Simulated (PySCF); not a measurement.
**singlet [N2H3]+: levels of theory compared**

Aim: a comparison of 6 runs (PBE0/STO-3G, wB97X-V/STO-3G, CCSDT(Q)/STO-3G, CCSDTQ/STO-3G, NEVPT2(2,2)/STO-3G, QCISD(T)/STO-3G) of singlet [N2H3]+. The job is set up through a Python script.

The calculation is run with PySCF 2.14.0.

8 further runs of the same task are left out: 8 set aside as unsound or not needed.

### 1 Starting point

[N2H3]+ has 5 atoms, charge +1, and is taken as a singlet. As SMILES of the parent species, `[NH]N`. The shape is that of a GFN2-xTB optimisation. This is one conformer, not always the lowest. That shape belongs to the parent species and isn't relaxed for this state.

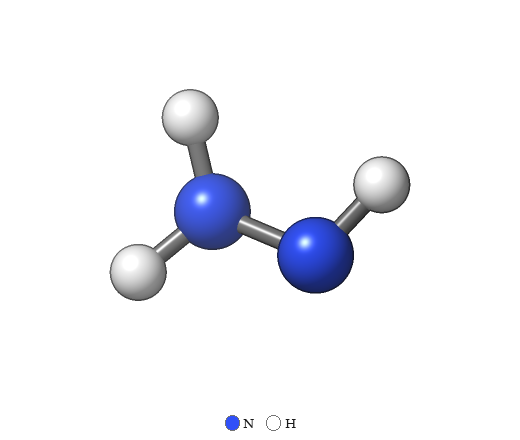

The structure, seen from a chosen angle (nitrogen blue, hydrogen white).

### 2 The energy at PBE0/STO-3G (run 1)

input.xyz

```xyz
5

N     -0.174970    -0.805480     0.447260
N     -0.126270     0.251970    -0.365880
H      0.751750    -0.989150     0.831090
H     -1.043070     0.577800    -0.638700
H      0.592550     0.964850    -0.273770
```

run.py

```python
from pyscf import gto, dft

system = gto.M(
    atom='input.xyz',
    charge=1,
    spin=0,
    verbose=3,
    max_memory=1860,
    basis='sto-3g',
)

myscf = dft.RKS(system)
myscf.xc = 'pbe0'
myscf.grids.level = 5
myscf.conv_tol = 1e-10
myscf.kernel()
if not myscf.converged:
    myscf = myscf.newton().run(myscf.mo_coeff, myscf.mo_occ)

e_final = myscf.e_tot
print('Final energy', e_final)
```

On the command line:

```console
$ OMP_NUM_THREADS=1 python run.py
```

Log:

```text
converged SCF energy = -109.394977506961
Final energy -109.39497750696148
```

Run time: 1.6 s. Hardware: 1 thread of Arm Neoverse V2, shared host; peak memory 0.17 GiB.

### 3 A single-point energy at wB97X-V/STO-3G (run 2)

input.py

```python
from pyscf import gto, dft

mol = gto.M(
    atom='''
N     -0.330645    -1.522137     0.845199
N     -0.238616     0.476154    -0.691413
H      1.420602    -1.869223     1.570532
H     -1.971117     1.091884    -1.206968
H      1.119757     1.823302    -0.517350
''',
    verbose=3,
    unit='bohr',
    max_memory=1860,
    basis='sto-3g',
    charge=1,
)

mf = dft.RKS(mol, xc='wb97x-v')
mf.grids.level = 5
mf.nlcgrids.level = 1
mf.conv_tol = 1e-10
mf.kernel()
if not mf.converged:
    mf = mf.newton().run(mf.mo_coeff, mf.mo_occ)

e_tot = mf.e_tot
print(f'total energy: {e_tot:.8f} hartree')
```

On the command line:

```console
$ OMP_NUM_THREADS=1 python input.py
```

Log:

```text
converged SCF energy = -109.4875846182
total energy: -109.48758462 hartree
```

It took 12 s on 1 thread of Arm Neoverse V2, shared host; peak memory 0.17 GiB.

Run 3 isn't shown in full; the table further down has it.

### 4 The energy at CCSDTQ/STO-3G (run 4)

input.py

```python
from pyscf import gto, scf, cc

system = gto.M(
    atom='''
N     -0.330645    -1.522137     0.845199
N     -0.238616     0.476154    -0.691413
H      1.420602    -1.869223     1.570532
H     -1.971117     1.091884    -1.206968
H      1.119757     1.823302    -0.517350
''',
    unit='bohr',
    verbose=3,
    max_memory=1860,
    charge=1,
    basis='sto-3g',
    spin=0,
)

myscf = scf.RHF(system)
myscf.conv_tol = 1e-10
myscf.kernel()
if not myscf.converged:
    myscf = myscf.newton().run(myscf.mo_coeff, myscf.mo_occ)

mycc = cc.CCSDTQ(myscf, frozen=2)
mycc.kernel()
e_tot = mycc.e_tot
print(f'total energy: {e_tot:.8f} hartree')
```

On the command line:

```console
$ OMP_NUM_THREADS=1 python input.py
```

Log:

```text
converged SCF energy = -108.900599134667
_make_eris_incore_RCCSDTQ

WARN: A large `blksize` is being used, which may cause large memory consumption
      for storing contraction intermediates. If memory is sufficient, consider using
      `pyscf.cc.rccsdtq_highm.RCCSDTQ` instead.

RCCSDTQ converged
E(RCCSDTQ) = -109.0713454773824   E_corr = -0.1707463427158221
E_corr(same-spin) = -0.0178304824012774
E_corr(oppo-spin) = -0.152915860314545
total energy: -109.07134548 hartree
```

Run time: 11 s. Hardware: 1 thread of Arm Neoverse V2, shared host; peak memory 0.12 GiB.

Run 5 isn't shown in full; the table further down has it.

### 5 The energy at QCISD(T)/STO-3G (run 6)

input.py

```python
from pyscf import gto, scf, cc

system = gto.Mole()
system.atom = '''
N   -0.174970  -0.805480   0.447260
N   -0.126270   0.251970  -0.365880
H    0.751750  -0.989150   0.831090
H   -1.043070   0.577800  -0.638700
H    0.592550   0.964850  -0.273770
'''
system.basis = 'sto-3g'
system.max_memory = 1860
system.verbose = 3
system.charge = 1
system.build()

mf = scf.RHF(system)
mf.conv_tol = 1e-10
mf.kernel()
if not mf.converged:
    mf = mf.newton().run(mf.mo_coeff, mf.mo_occ)

mycc = cc.QCISD(mf, frozen=2)
mycc.kernel()
e_t = mycc.qcisd_t()
etot = mycc.e_tot + e_t
print('E = %.10f Eh' % etot)
```

On the command line:

```console
$ OMP_NUM_THREADS=1 python input.py
```

Log:

```text
converged SCF energy = -108.900599149479
E(QCISD) = -109.0676613939024  E_corr = -0.1670622444230923
QCISD(T) correction = -0.00241346295978339
E = -109.0700748569 Eh
```

It took 0.56 s on 1 thread of Arm Neoverse V2, shared host; peak memory 0.1 GiB.

### 6 All runs side by side

```tsv
run	level	nlc grid	integration grid	energy (Eh)	HOMO energy (eV)	LUMO energy (eV)	HOMO–LUMO gap (eV)	wall time
1	PBE0/STO-3G	–	5	-109.394978	-16.37	-10.45	5.93	1.6 s
2	wB97X-V/STO-3G	1	5	-109.487585	-18.98	-7.77	11.21	12 s
3	CCSDT(Q)/STO-3G	–	–	-109.071271	-21.37	-5.08	16.29	0.95 s
4	CCSDTQ/STO-3G	–	–	-109.071345	-21.37	-5.08	16.29	11 s
5	NEVPT2(2,2)/STO-3G	–	–	-109.044759	-21.37	-5.08	16.29	0.64 s
6	QCISD(T)/STO-3G	–	–	-109.070075	-21.37	-5.08	16.29	0.56 s
```

### 7 Results

```
                                          quantity          value
                               run 6: total energy  -109.07007 Eh
        run 6: HOMO energy (Hartree–Fock orbitals)      -21.37 eV
        run 6: LUMO energy (Hartree–Fock orbitals)       -5.08 eV
      run 6: HOMO–LUMO gap (Hartree–Fock orbitals)       16.29 eV
run 6: correlation energy (2 core orbitals frozen)     -169.5 mEh
                             run 6: (T) correction      -2.41 mEh
                              run 6: T1 diagnostic          0.033
```

Totals of different functionals can't be ranked against each other. In run 6 the T1 diagnostic is large, so a single reference may not serve. In runs 1, 2, 3, 4, 5, 6 the basis is minimal, so the values are rough. All runs together took 27 s, the longest 12 s.
